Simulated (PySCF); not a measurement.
**C₂H₁₀AsNSi₂: density, localisation and related maps**

```xyz
16

C    -2.3394    0.1337   -0.5548
N    -1.0213   -0.1046   -0.0492
C    -0.0123   -0.5668   -0.9827
Si    1.4616   -0.6410    0.2611
As    3.2992    0.5734   -0.5380
Si   -0.3459    0.1764    1.5040
H    -2.7702   -0.7834   -0.9747
H    -2.3288    0.8939   -1.3466
H    -2.9804    0.4815    0.2525
H     0.1243    0.1538   -1.8038
H    -0.3109   -1.5170   -1.4382
H     1.8750   -2.0548    0.4324
H     4.0171    0.3748    0.7651
H     2.7539    1.8725   -0.0193
H    -0.3768    1.5922    1.9263
H    -1.0526   -0.5756    2.5544
```

Geometry: GFN2-xTB.

The calculation used CAM-B3LYP/def2-SVPD, SCF density, gas phase in PySCF.

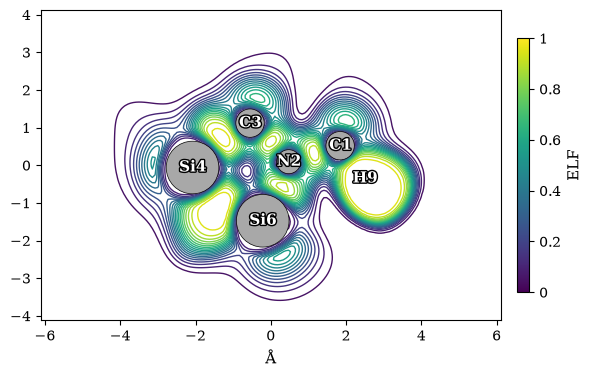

Figure 1. ELF on the plane of atoms N2, C1 and H9. Grey discs cover the atomic cores.

### Read the bonding off the picture.

- Atoms in the plane: C, N, Si and H.
- C–N (1.43 Å): the ELF peaks at about 0.95 between the atoms (a shared electron pair).
- Si–N (1.72 Å): the ELF peaks at about 0.90 between the atoms (a shared but strongly polarised pair).
- C–Si (1.93 Å): the ELF peaks at about 0.95 between the atoms (a shared electron pair).
- Si–Si (2.34 Å): the ELF peaks at about 0.95 between the atoms, as expected for localised, covalent bonding.
- C–H (1.09 Å): the ELF climbs to about 1 towards the hydrogen, as it does in any bond to H: a covalent bond by its length.

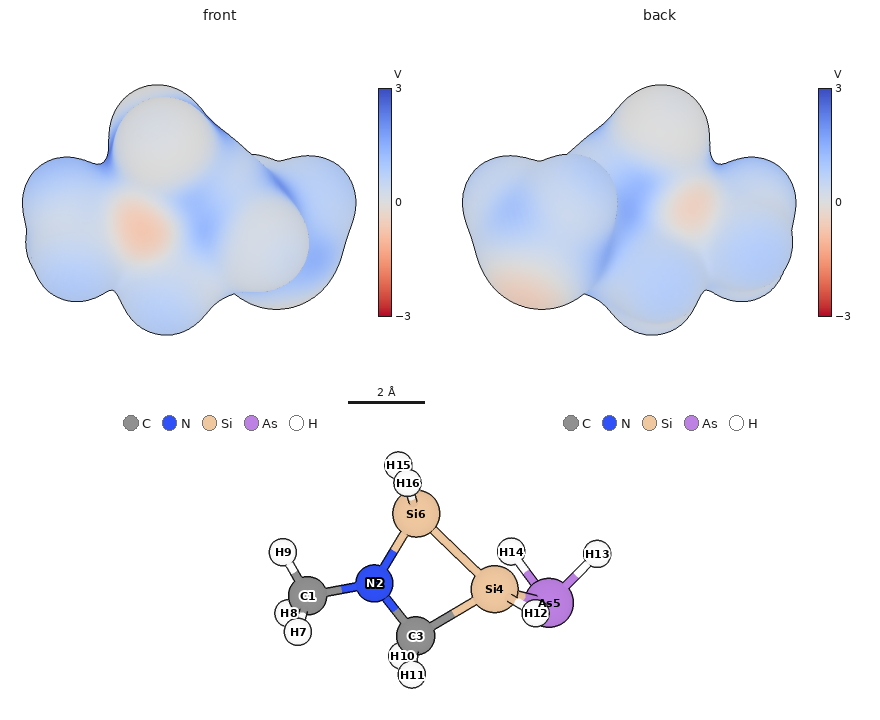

Figure 2. The electrostatic potential painted on the density surface at 0.004 e/bohr³, seen from the front and from behind; red is negative and blue positive. The bare structure is drawn below in the same view.

### Describe the electrostatic potential map.

The most negative region (about −0.6 V) lies over N2, the most positive (about +2.1 V) over Si6.

### How polar is the molecule by this calculation?

Its dipole moment is 0.40 D.
